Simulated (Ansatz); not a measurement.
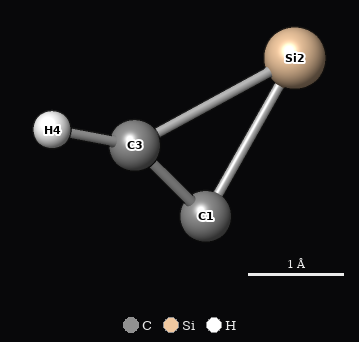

The structure as given in the input (ball-and-stick view, seen at a tilt; atoms are numbered from 1 in the order of the input). Bond lengths as drawn: C–C 1.29 Å, C–H 1.07 Å and C–Si 1.91 to 2.04 Å.

## Molecular dynamics, with input and output: C2HSi (part 1 of 2)

System: C2HSi, multiplicity 2.
Method: UKS PBE0-D4/6-31G (Ansatz 0.2.0).

Figures and captions count atoms from 1; the log counts them from 0 in places.

### The program's output
```
Functional definition: PBE0
  name "PBE0"
  cite "Adamo & Barone, J. Chem. Phys. 110, 6158 (1999) doi:10.1063/1.478522"
  cite "Perdew, Burke & Ernzerhof, Phys. Rev. Lett. 77, 3865 (1996) doi:10.1103/PhysRevLett.77.3865"
  parent pbe
  parameter a = 0.25
  parameter kappa = 0.804
  parameter beta = 0.06672455060314922
  exchange = (1 - a)*pbe_x(kappa = kappa, mu = beta*pi^2/3) + a*exact_x
  correlation = pbe_c(beta = beta)
450 factors; integrals over basis functions are off by at most 1.6e-4 eV
mean field evaluation 1: about -9951.2183 eV, gradient 2.6e1 eV
mean field evaluation 2: about -9931.3894 eV, gradient 5.8e1 eV
mean field evaluation 4: about -9955.5822 eV, gradient 1.9e0 eV
mean field evaluation 8: about -9955.6132 eV, gradient 7.1e-2 eV
mean field evaluation 16: about -9955.6134 eV, gradient 3.8e-5 eV
mean field -9955.61342311 eV, -365.8620451421 hartree, gradient 3.8e-5 eV, S^2 0.760066; 2 other end points of the search recorded, 0 dependent functions left out
the calculation of the forces begins
reference -9955.61344281 eV, -365.8620458663 hartree; 14, 13 occupied and 19, 20 virtual orbitals, 450 factors
md step     0: t =     0.00 fs  T =   225.0 K  F+E_penalty+E_count = -9955.67771734 eV  E_kin = 0.116334 eV  (38 SCF iters)
these checks for a lower state are left out or cut short: starts, cluster_reference, orbital_swaps, neighbouring_geometries, increment
450 factors; integrals over basis functions are off by at most 1.6e-4 eV
mean field -9955.61369696 eV, -365.8620552058 hartree, gradient 1.9e-5 eV, S^2 0.760110; 0 other end points of the search recorded, 0 dependent functions left out
the calculation of the forces begins
reference -9955.61371667 eV, -365.8620559302 hartree; 14, 13 occupied and 19, 20 virtual orbitals, 450 factors
md step     1: t =     0.25 fs  T =   214.9 K  F+E_penalty+E_count = -9955.67799379 eV  E_kin = 0.111132 eV  (26 SCF iters)
[... from here on the SCF iterations and repeated set-up lines of each step are left out, up to the last step ...]
md step     2: t =     0.50 fs  T =   223.0 K  F+E_penalty+E_count = -9955.67857360 eV  E_kin = 0.115313 eV  (27 SCF iters)
md step     3: t =     0.75 fs  T =   229.8 K  F+E_penalty+E_count = -9955.67937303 eV  E_kin = 0.118822 eV  (26 SCF iters)
md step     4: t =     1.00 fs  T =   217.9 K  F+E_penalty+E_count = -9955.68015615 eV  E_kin = 0.112681 eV  (24 SCF iters)
md step     5: t =     1.25 fs  T =   238.0 K  F+E_penalty+E_count = -9955.68088988 eV  E_kin = 0.123049 eV  (25 SCF iters)
md step     6: t =     1.50 fs  T =   280.8 K  F+E_penalty+E_count = -9955.68148081 eV  E_kin = 0.145172 eV  (25 SCF iters)
md step     7: t =     1.75 fs  T =   302.4 K  F+E_penalty+E_count = -9955.68212144 eV  E_kin = 0.156364 eV  (26 SCF iters)
md step     8: t =     2.00 fs  T =   316.8 K  F+E_penalty+E_count = -9955.68251624 eV  E_kin = 0.163796 eV  (25 SCF iters)
md step     9: t =     2.25 fs  T =   332.3 K  F+E_penalty+E_count = -9955.68240494 eV  E_kin = 0.171827 eV  (26 SCF iters)
md step    10: t =     2.50 fs  T =   283.6 K  F+E_penalty+E_count = -9955.68184813 eV  E_kin = 0.146647 eV  (25 SCF iters)
md step    11: t =     2.75 fs  T =   287.4 K  F+E_penalty+E_count = -9955.68120036 eV  E_kin = 0.148610 eV  (23 SCF iters)
md step    12: t =     3.00 fs  T =   288.2 K  F+E_penalty+E_count = -9955.68030772 eV  E_kin = 0.148998 eV  (25 SCF iters)
md step    13: t =     3.25 fs  T =   273.2 K  F+E_penalty+E_count = -9955.67923518 eV  E_kin = 0.141259 eV  (24 SCF iters)
md step    14: t =     3.50 fs  T =   244.5 K  F+E_penalty+E_count = -9955.67857582 eV  E_kin = 0.126407 eV  (23 SCF iters)
md step    15: t =     3.75 fs  T =   237.6 K  F+E_penalty+E_count = -9955.67835944 eV  E_kin = 0.122844 eV  (23 SCF iters)
md step    16: t =     4.00 fs  T =   244.6 K  F+E_penalty+E_count = -9955.67866771 eV  E_kin = 0.126481 eV  (23 SCF iters)
md step    17: t =     4.25 fs  T =   264.1 K  F+E_penalty+E_count = -9955.68014280 eV  E_kin = 0.136558 eV  (22 SCF iters)
md step    18: t =     4.50 fs  T =   276.6 K  F+E_penalty+E_count = -9955.68214189 eV  E_kin = 0.143003 eV  (26 SCF iters)
md step    19: t =     4.75 fs  T =   297.8 K  F+E_penalty+E_count = -9955.68323169 eV  E_kin = 0.153955 eV  (26 SCF iters)
md step    20: t =     5.00 fs  T =   279.4 K  F+E_penalty+E_count = -9955.68325924 eV  E_kin = 0.144444 eV  (26 SCF iters)
md step    21: t =     5.25 fs  T =   248.6 K  F+E_penalty+E_count = -9955.68252882 eV  E_kin = 0.128511 eV  (25 SCF iters)
md step    22: t =     5.50 fs  T =   215.7 K  F+E_penalty+E_count = -9955.68120119 eV  E_kin = 0.111546 eV  (26 SCF iters)
md step    23: t =     5.75 fs  T =   215.1 K  F+E_penalty+E_count = -9955.67935938 eV  E_kin = 0.111220 eV  (26 SCF iters)
md step    24: t =     6.00 fs  T =   190.6 K  F+E_penalty+E_count = -9955.67738969 eV  E_kin = 0.098541 eV  (23 SCF iters)
md step    25: t =     6.25 fs  T =   199.7 K  F+E_penalty+E_count = -9955.67601516 eV  E_kin = 0.103252 eV  (22 SCF iters)
md step    26: t =     6.50 fs  T =   187.3 K  F+E_penalty+E_count = -9955.67522514 eV  E_kin = 0.096852 eV  (23 SCF iters)
md step    27: t =     6.75 fs  T =   164.9 K  F+E_penalty+E_count = -9955.67501496 eV  E_kin = 0.085266 eV  (22 SCF iters)
md step    28: t =     7.00 fs  T =   172.2 K  F+E_penalty+E_count = -9955.67517360 eV  E_kin = 0.089055 eV  (23 SCF iters)
md step    29: t =     7.25 fs  T =   188.4 K  F+E_penalty+E_count = -9955.67528916 eV  E_kin = 0.097412 eV  (23 SCF iters)
md step    30: t =     7.50 fs  T =   182.8 K  F+E_penalty+E_count = -9955.67543062 eV  E_kin = 0.094494 eV  (39 SCF iters)
md step    31: t =     7.75 fs  T =   161.0 K  F+E_penalty+E_count = -9955.67561656 eV  E_kin = 0.083222 eV  (23 SCF iters)
md step    32: t =     8.00 fs  T =   175.8 K  F+E_penalty+E_count = -9955.67586001 eV  E_kin = 0.090906 eV  (22 SCF iters)
md step    33: t =     8.25 fs  T =   172.2 K  F+E_penalty+E_count = -9955.67634165 eV  E_kin = 0.089051 eV  (23 SCF iters)
md step    34: t =     8.50 fs  T =   151.7 K  F+E_penalty+E_count = -9955.67696128 eV  E_kin = 0.078435 eV  (22 SCF iters)
md step    35: t =     8.75 fs  T =   151.9 K  F+E_penalty+E_count = -9955.67699265 eV  E_kin = 0.078538 eV  (23 SCF iters)
md step    36: t =     9.00 fs  T =   160.2 K  F+E_penalty+E_count = -9955.67655441 eV  E_kin = 0.082841 eV  (22 SCF iters)
md step    37: t =     9.25 fs  T =   150.0 K  F+E_penalty+E_count = -9955.67599204 eV  E_kin = 0.077570 eV  (23 SCF iters)
md step    38: t =     9.50 fs  T =   190.7 K  F+E_penalty+E_count = -9955.67532708 eV  E_kin = 0.098607 eV  (23 SCF iters)
md step    39: t =     9.75 fs  T =   190.3 K  F+E_penalty+E_count = -9955.67504282 eV  E_kin = 0.098396 eV  (23 SCF iters)
md step    40: t =    10.00 fs  T =   199.2 K  F+E_penalty+E_count = -9955.67474700 eV  E_kin = 0.102989 eV  (22 SCF iters)
md step    41: t =    10.25 fs  T =   218.0 K  F+E_penalty+E_count = -9955.67401878 eV  E_kin = 0.112700 eV  (23 SCF iters)
md step    42: t =    10.50 fs  T =   185.2 K  F+E_penalty+E_count = -9955.67302685 eV  E_kin = 0.095734 eV  (22 SCF iters)
md step    43: t =    10.75 fs  T =   227.7 K  F+E_penalty+E_count = -9955.67204006 eV  E_kin = 0.117734 eV  (23 SCF iters)
md step    44: t =    11.00 fs  T =   191.5 K  F+E_penalty+E_count = -9955.67156332 eV  E_kin = 0.099028 eV  (22 SCF iters)
md step    45: t =    11.25 fs  T =   184.7 K  F+E_penalty+E_count = -9955.67153964 eV  E_kin = 0.095505 eV  (22 SCF iters)
md step    46: t =    11.50 fs  T =   229.1 K  F+E_penalty+E_count = -9955.67167700 eV  E_kin = 0.118472 eV  (22 SCF iters)
md step    47: t =    11.75 fs  T =   193.5 K  F+E_penalty+E_count = -9955.67168701 eV  E_kin = 0.100028 eV  (22 SCF iters)
md step    48: t =    12.00 fs  T =   225.4 K  F+E_penalty+E_count = -9955.67160188 eV  E_kin = 0.116526 eV  (22 SCF iters)
md step    49: t =    12.25 fs  T =   219.2 K  F+E_penalty+E_count = -9955.67175225 eV  E_kin = 0.113352 eV  (21 SCF iters)
md step    50: t =    12.50 fs  T =   191.9 K  F+E_penalty+E_count = -9955.67232050 eV  E_kin = 0.099240 eV  (22 SCF iters)
md step    51: t =    12.75 fs  T =   185.6 K  F+E_penalty+E_count = -9955.67297011 eV  E_kin = 0.095976 eV  (22 SCF iters)
md step    52: t =    13.00 fs  T =   184.9 K  F+E_penalty+E_count = -9955.67340013 eV  E_kin = 0.095598 eV  (22 SCF iters)
md step    53: t =    13.25 fs  T =   215.1 K  F+E_penalty+E_count = -9955.67357269 eV  E_kin = 0.111214 eV  (23 SCF iters)
md step    54: t =    13.50 fs  T =   195.5 K  F+E_penalty+E_count = -9955.67370800 eV  E_kin = 0.101062 eV  (23 SCF iters)
md step    55: t =    13.75 fs  T =   180.2 K  F+E_penalty+E_count = -9955.67361195 eV  E_kin = 0.093149 eV  (23 SCF iters)
md step    56: t =    14.00 fs  T =   210.3 K  F+E_penalty+E_count = -9955.67337223 eV  E_kin = 0.108714 eV  (23 SCF iters)
md step    57: t =    14.25 fs  T =   246.4 K  F+E_penalty+E_count = -9955.67345282 eV  E_kin = 0.127387 eV  (23 SCF iters)
md step    58: t =    14.50 fs  T =   287.7 K  F+E_penalty+E_count = -9955.67351277 eV  E_kin = 0.148728 eV  (22 SCF iters)
md step    59: t =    14.75 fs  T =   277.2 K  F+E_penalty+E_count = -9955.67352902 eV  E_kin = 0.143299 eV  (23 SCF iters)
these checks for a lower state are left out or cut short: starts, cluster_reference, orbital_swaps, neighbouring_geometries, increment
450 factors; integrals over basis functions are off by at most 1.7e-4 eV
mean field evaluation 320: about -9955.6091 eV, gradient 2.8e-5 eV
mean field -9955.60913753 eV, -365.8618876501 hartree, gradient 2.8e-5 eV, S^2 0.760620; 0 other end points of the search recorded, 0 dependent functions left out
the calculation of the forces begins
reference -9955.60915758 eV, -365.8618883867 hartree; 14, 13 occupied and 19, 20 virtual orbitals, 450 factors
450 factors; integrals over basis functions are off by at most 1.7e-4 eV
mean field -9955.60913753 eV, -365.8618876501 hartree, gradient 2.8e-5 eV, S^2 0.760620; 1 other end points of the search recorded, 0 dependent functions left out
the calculation of the forces begins
reference -9955.60915758 eV, -365.8618883867 hartree; 14, 13 occupied and 19, 20 virtual orbitals, 450 factors
md step    60: t =    15.00 fs  T =   329.1 K  F+E_penalty+E_count = -9955.67352165 eV  E_kin = 0.170148 eV  (31 SCF iters)
```

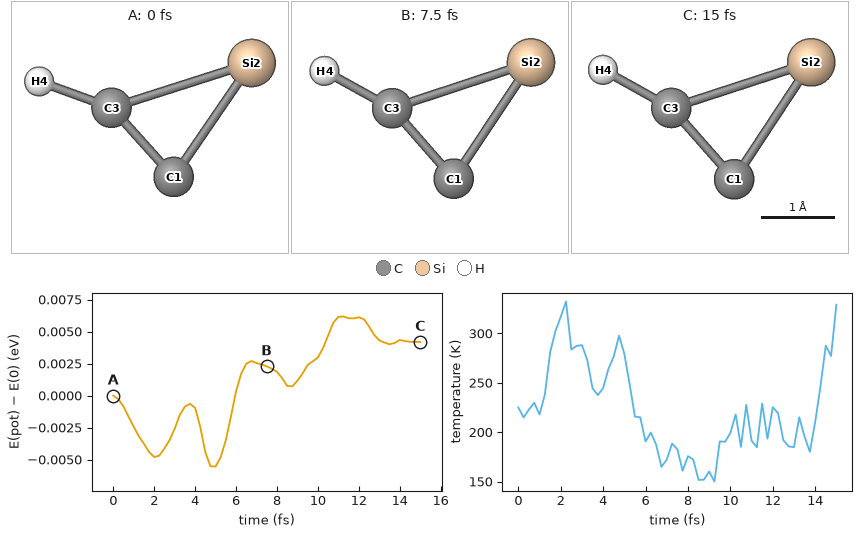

Frames of the molecular dynamics (ball-and-stick, seen on its broad side) above the curves, on which the letters mark them. The trajectory kept here has 61 frames over 15 fs. The temperature starts at 225 K, ranges from 150 to 332 K and averages 202 K over the second half. The potential energy ends 0.004 eV above its first value. After an unweighted best fit of the last frame on the first, the root-mean-square displacement is 0.06 Å.

```
Total energy: -9955.67354169 eV, -365.8642544592 hartree
Atom 0 at    -0.249806    -0.859875     0.591047 Å, force    -0.407041     0.081874    -0.291483 eV/Å
Atom 1 at     1.475323     0.027105     0.598283 Å, force    -0.276330     0.052017    -0.194073 eV/Å
Atom 2 at    -0.328544     0.058388    -0.349432 Å, force     0.877431     0.272067     0.196075 eV/Å
Atom 3 at    -0.730568     0.671262    -1.149638 Å, force    -0.194060    -0.405957     0.289481 eV/Å
Dipole moment:     0.050272     0.272281    -0.239967 e Å
```

### Trajectory as extended XYZ (Å, eV, eV/Å), 61 frames, from step=0 to step=60
```
4
Properties=species:S:1:pos:R:3:forces:R:3 step=0 time_fs=0.0 energy=-9955.67772 temperature=225.0
C    -0.2006   -0.8556    0.5723   -0.2774  -1.5422   1.0651
Si    1.4970    0.0246    0.5986   -0.1077   0.2845  -0.2636
C    -0.3551    0.1277   -0.2450    0.5750   1.0632  -0.5710
H    -0.9413    0.7033   -0.9259   -0.1899   0.1945  -0.2306
4
Properties=species:S:1:pos:R:3:forces:R:3 step=1 time_fs=0.2 energy=-9955.67799 temperature=214.9
C    -0.2015   -0.8553    0.5732   -0.2752  -1.5484   1.0770
Si    1.4971    0.0251    0.5988   -0.1094   0.2764  -0.2589
C    -0.3547    0.1261   -0.2461    0.5479   1.1205  -0.6317
H    -0.9357    0.7050   -0.9311   -0.1632   0.1514  -0.1864
4
Properties=species:S:1:pos:R:3:forces:R:3 step=2 time_fs=0.5 energy=-9955.67857 temperature=223.0
C    -0.2025   -0.8550    0.5740   -0.2728  -1.5478   1.0834
Si    1.4971    0.0256    0.5989   -0.1125   0.2680  -0.2549
C    -0.3541    0.1246   -0.2474    0.5093   1.1840  -0.7003
H    -0.9309    0.7069   -0.9364   -0.1240   0.0959  -0.1281
4
Properties=species:S:1:pos:R:3:forces:R:3 step=3 time_fs=0.8 energy=-9955.67937 temperature=229.8
C    -0.2039   -0.8547    0.5748   -0.2688  -1.5386   1.0837
Si    1.4970    0.0261    0.5990   -0.1181   0.2583  -0.2512
C    -0.3535    0.1233   -0.2488    0.4689   1.2427  -0.7661
H    -0.9265    0.7088   -0.9419   -0.0821   0.0376  -0.0664
4
Properties=species:S:1:pos:R:3:forces:R:3 step=4 time_fs=1.0 energy=-9955.68016 temperature=217.9
C    -0.2052   -0.8544    0.5756   -0.2662  -1.5279   1.0826
Si    1.4967    0.0265    0.5991   -0.1209   0.2493  -0.2462
C    -0.3527    0.1221   -0.2500    0.4314   1.2957  -0.8293
H    -0.9218    0.7105   -0.9474   -0.0443  -0.0171  -0.0072
4
Properties=species:S:1:pos:R:3:forces:R:3 step=5 time_fs=1.2 energy=-9955.68089 temperature=238.0
C    -0.2065   -0.8543    0.5766   -0.2683  -1.5124   1.0760
Si    1.4962    0.0269    0.5992   -0.1197   0.2415  -0.2401
C    -0.3518    0.1211   -0.2511    0.3898   1.3509  -0.8979
H    -0.9167    0.7127   -0.9532   -0.0019  -0.0800   0.0621
4
Properties=species:S:1:pos:R:3:forces:R:3 step=6 time_fs=1.5 energy=-9955.68148 temperature=280.8
C    -0.2079   -0.8540    0.5777   -0.2725  -1.4885   1.0616
Si    1.4957    0.0274    0.5993   -0.1182   0.2336  -0.2341
C    -0.3510    0.1201   -0.2522    0.3507   1.4011  -0.9608
H    -0.9112    0.7155   -0.9592    0.0400  -0.1462   0.1334
4
Properties=species:S:1:pos:R:3:forces:R:3 step=7 time_fs=1.8 energy=-9955.68212 temperature=302.4
C    -0.2094   -0.8538    0.5790   -0.2779  -1.4522   1.0368
Si    1.4951    0.0279    0.5995   -0.1182   0.2251  -0.2285
C    -0.3502    0.1191   -0.2536    0.3235   1.4319  -1.0031
H    -0.9055    0.7180   -0.9650    0.0726  -0.2048   0.1948
4
Properties=species:S:1:pos:R:3:forces:R:3 step=8 time_fs=2.0 energy=-9955.68252 temperature=316.8
C    -0.2108   -0.8538    0.5801   -0.2829  -1.4115   1.0076
Si    1.4944    0.0287    0.5996   -0.1199   0.2163  -0.2236
C    -0.3497    0.1179   -0.2551    0.3015   1.4562  -1.0361
H    -0.9000    0.7206   -0.9706    0.1012  -0.2610   0.2521
4
Properties=species:S:1:pos:R:3:forces:R:3 step=9 time_fs=2.2 energy=-9955.68240 temperature=332.3
C    -0.2122   -0.8538    0.5810   -0.2870  -1.3718   0.9792
Si    1.4935    0.0296    0.5997   -0.1225   0.2076  -0.2190
C    -0.3492    0.1167   -0.2568    0.2752   1.4867  -1.0767
H    -0.8949    0.7230   -0.9767    0.1343  -0.3225   0.3165
4
Properties=species:S:1:pos:R:3:forces:R:3 step=10 time_fs=2.5 energy=-9955.68185 temperature=283.6
C    -0.2138   -0.8538    0.5818   -0.2901  -1.3334   0.9522
Si    1.4927    0.0304    0.5998   -0.1268   0.1993  -0.2150
C    -0.3490    0.1156   -0.2585    0.2499   1.5168  -1.1187
H    -0.8903    0.7251   -0.9829    0.1670  -0.3826   0.3814
4
Properties=species:S:1:pos:R:3:forces:R:3 step=11 time_fs=2.8 energy=-9955.68120 temperature=287.4
C    -0.2154   -0.8537    0.5825   -0.2925  -1.2960   0.9249
Si    1.4918    0.0313    0.6000   -0.1310   0.1908  -0.2111
C    -0.3488    0.1146   -0.2601    0.2328   1.5388  -1.1477
H    -0.8857    0.7275   -0.9882    0.1908  -0.4337   0.4340
4
Properties=species:S:1:pos:R:3:forces:R:3 step=12 time_fs=3.0 energy=-9955.68031 temperature=288.2
C    -0.2169   -0.8535    0.5831   -0.2979  -1.2599   0.8969
Si    1.4908    0.0321    0.6000   -0.1315   0.1834  -0.2064
C    -0.3487    0.1138   -0.2617    0.2207   1.5583  -1.1717
H    -0.8805    0.7305   -0.9932    0.2086  -0.4818   0.4813
4
Properties=species:S:1:pos:R:3:forces:R:3 step=13 time_fs=3.2 energy=-9955.67923 temperature=273.2
C    -0.2184   -0.8531    0.5836   -0.3048  -1.2366   0.8784
Si    1.4898    0.0328    0.6000   -0.1270   0.1774  -0.2007
C    -0.3485    0.1130   -0.2632    0.2197   1.5747  -1.1891
H    -0.8745    0.7333   -0.9977    0.2121  -0.5155   0.5113
4
Properties=species:S:1:pos:R:3:forces:R:3 step=14 time_fs=3.5 energy=-9955.67858 temperature=244.5
C    -0.2198   -0.8526    0.5841   -0.3113  -1.2168   0.8621
Si    1.4889    0.0335    0.5998   -0.1209   0.1717  -0.1948
C    -0.3483    0.1125   -0.2647    0.2277   1.5803  -1.1905
H    -0.8684    0.7361   -1.0012    0.2044  -0.5351   0.5232
4
Properties=species:S:1:pos:R:3:forces:R:3 step=15 time_fs=3.8 energy=-9955.67836 temperature=237.6
C    -0.2211   -0.8519    0.5847   -0.3183  -1.1899   0.8397
Si    1.4881    0.0341    0.5997   -0.1161   0.1661  -0.1897
C    -0.3479    0.1120   -0.2663    0.2466   1.5675  -1.1716
H    -0.8621    0.7387   -1.0042    0.1878  -0.5436   0.5216
4
Properties=species:S:1:pos:R:3:forces:R:3 step=16 time_fs=4.0 energy=-9955.67867 temperature=244.6
C    -0.2224   -0.8511    0.5852   -0.3240  -1.1635   0.8180
Si    1.4874    0.0347    0.5997   -0.1128   0.1605  -0.1853
C    -0.3475    0.1113   -0.2681    0.2784   1.5367  -1.1318
H    -0.8556    0.7403   -1.0067    0.1584  -0.5338   0.4991
4
Properties=species:S:1:pos:R:3:forces:R:3 step=17 time_fs=4.2 energy=-9955.68014 temperature=264.1
C    -0.2238   -0.8506    0.5857   -0.3289  -1.1245   0.7856
Si    1.4866    0.0353    0.5998   -0.1114   0.1543  -0.1816
C    -0.3471    0.1107   -0.2701    0.3277   1.4705  -1.0526
H    -0.8492    0.7410   -1.0084    0.1126  -0.5003   0.4486
4
Properties=species:S:1:pos:R:3:forces:R:3 step=18 time_fs=4.5 energy=-9955.68214 temperature=276.6
C    -0.2250   -0.8502    0.5865   -0.3375  -1.0671   0.7354
Si    1.4857    0.0359    0.5997   -0.1094   0.1487  -0.1784
C    -0.3466    0.1101   -0.2722    0.3910   1.3719  -0.9382
H    -0.8425    0.7416   -1.0095    0.0560  -0.4536   0.3812
4
Properties=species:S:1:pos:R:3:forces:R:3 step=19 time_fs=4.8 energy=-9955.68323 temperature=297.8
C    -0.2262   -0.8496    0.5872   -0.3454  -1.0165   0.6914
Si    1.4850    0.0365    0.5994   -0.1071   0.1428  -0.1746
C    -0.3461    0.1094   -0.2744    0.4478   1.2875  -0.8393
H    -0.8354    0.7423   -1.0113    0.0047  -0.4137   0.3225
4
Properties=species:S:1:pos:R:3:forces:R:3 step=20 time_fs=5.0 energy=-9955.68326 temperature=279.4
C    -0.2274   -0.8488    0.5879   -0.3511  -0.9832   0.6625
Si    1.4844    0.0373    0.5991   -0.1032   0.1364  -0.1697
C    -0.3456    0.1086   -0.2765    0.4939   1.2299  -0.7671
H    -0.8281    0.7435   -1.0133   -0.0396  -0.3832   0.2743
```
